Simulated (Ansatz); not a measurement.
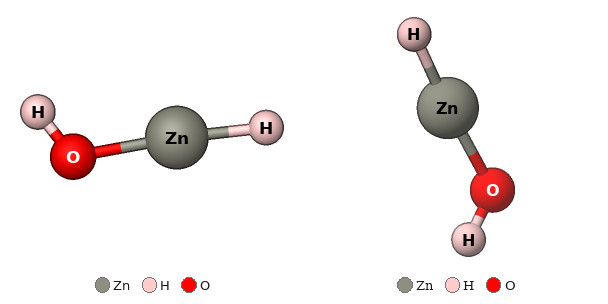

The same structure drawn twice, from different directions.

The computed structure is the end point of a PBE0-D4/def2-TZVP optimisation.

Question: What is the molecular formula?

Answer: H₂OZn, 4 atoms: 2 hydrogen, 1 oxygen and 1 zinc.

Question: How many bonds of each kind are drawn?

Answer: 1 Zn–H, 1 O–Zn, 1 O–H. Sticks follow a distance rule.

The parts below concern this one geometry. Atoms keep their numbers from picture to picture.

Shape

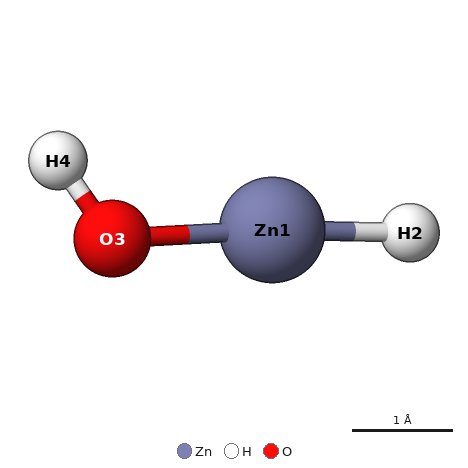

The atoms are numbered.

Give the bond lengths.

```tsv
bond	length (Å)
Zn1–H2	1.514
Zn1–O3	1.775
O3–H4	0.958
```

Dipole moment

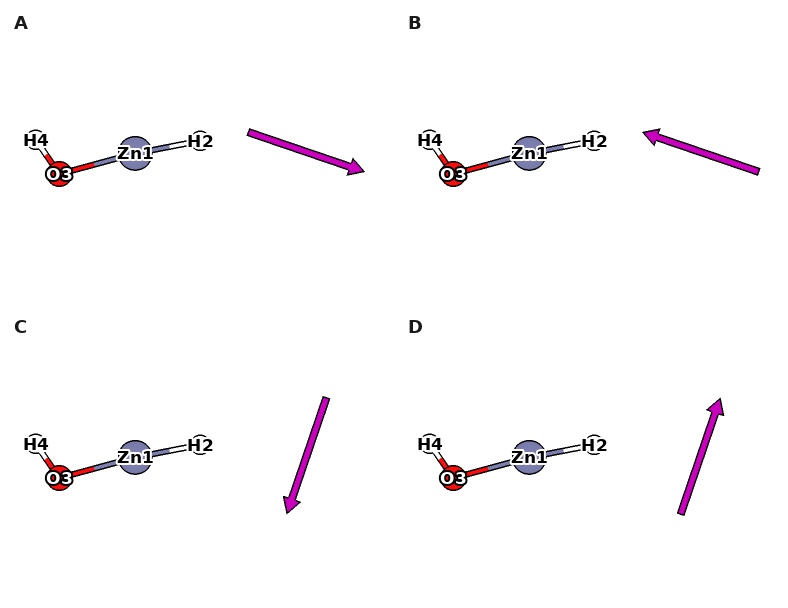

The same molecule four times, each with an arrow. Level of theory: RKS PBE0-D4/def2-TZVP (Ansatz 0.2.0).

Question: Which arrow points along the dipole moment, from the negative to the positive end?

Answer: D. The dipole moment is 1.52 D; it points from the side of O3 to the side of H2 (the outermost atoms at the two ends).

Vibrations

Harmonic vibrations computed with RKS PBE0-D4/def2-TZVP (Ansatz 0.2.0) at a stationary point of the same level.

Question: List the wavenumbers.

Answer: 6 modes: 471, 489, 666, 723, 1985, 3924 cm⁻¹.

Charges

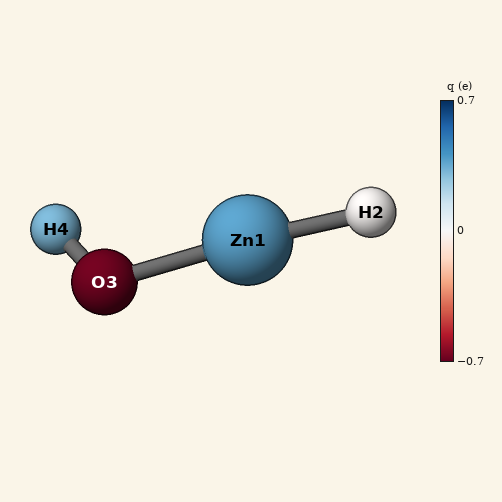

Atoms are coloured by their Mulliken charges. Level of theory: RKS PBE0-D4/def2-TZVP (Ansatz 0.2.0).

Question: Which atom carries the highest charge (most positive or least negative)?

Answer: Zn1 (0.37 e).

Question: And the lowest?

Answer: O3 (−0.68 e).

List the Mulliken charges.

```
atom  value (e)
 Zn1       0.37
  H2      −0.01
  O3      −0.68
  H4       0.32
```

Mulliken values depend strongly on the basis set and can even reverse the polarity of a bond.
